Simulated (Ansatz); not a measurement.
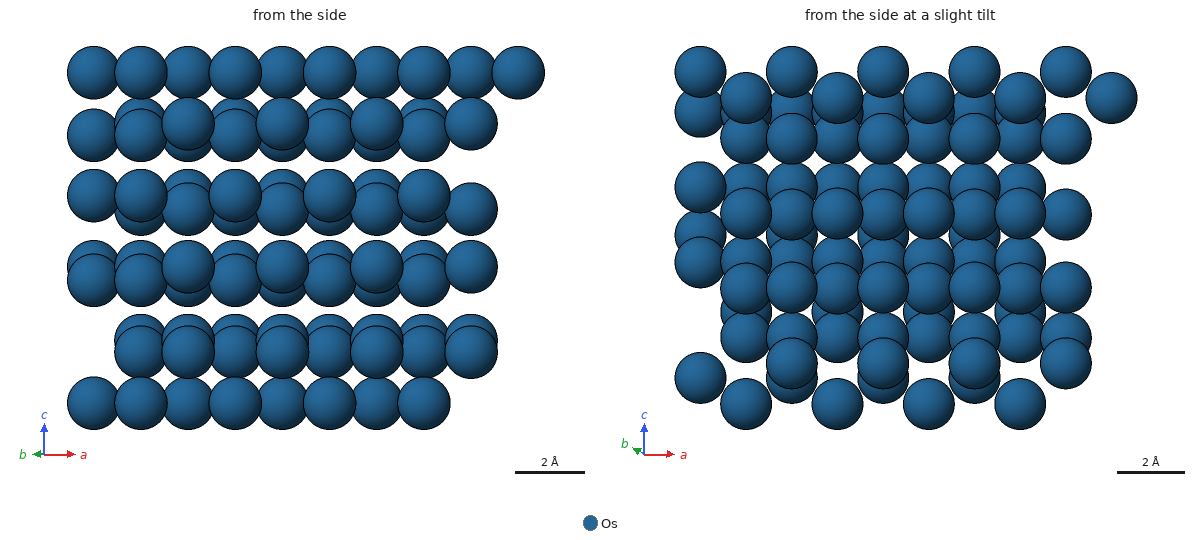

A spheres-only picture of a periodic slab, seen from the side and from the side at a slight tilt. The surface normal points up in side views; the vacuum is left out. 4×2 cells are drawn in the plane, with atoms at the edges repeated.

The cell holds 10 Os. The slab was cut from bulk Os (P6_3/mmc).

What is the thickness of the slab?

About 10 Å from the lowest to the highest atom.

Which lattice plane is parallel to the surface?

(1 0 1).

Calculation details: DFT PBE, scalar-relativistic, plane waves, PAW (Ansatz); a 420 eV plane-wave basis, a 13×7×1 k-point grid, Gaussian smearing of 0.1 eV, no spin polarisation.

What is the work function on either side?

4.48 eV on both faces.

It derives from the standard structure of this element; a slab was cut from it. The atoms were relaxed in a fixed cell with Ansatz, DFT PBE, scalar-relativistic, plane waves, PAW.
